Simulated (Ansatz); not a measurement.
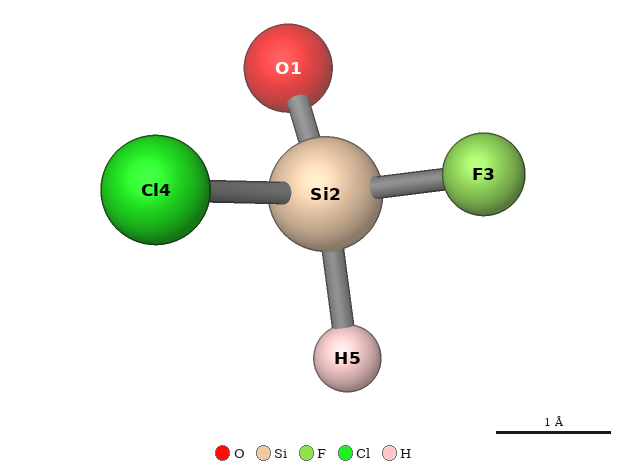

Source: calculation with Ansatz.

Orthographic view. Depth is shown by fading: the farther an atom, the more it takes the colour of the background. State: neutral, doublet. Geometry: moved along internal coordinates away from the minimum.

Write a Z-matrix (Å, degrees) in the order of the atom numbers, with these reference atoms: 2 to 1; 3 to 2, 1; 4 to 2, 1, 3; 5 to 2, 1, 3.

```
O  
Si   1   1.417
F    2   1.580   1   112.8
Cl   2   2.025   1   102.2   3   117.2
H    2   1.470   1   135.1   3  -121.1
```
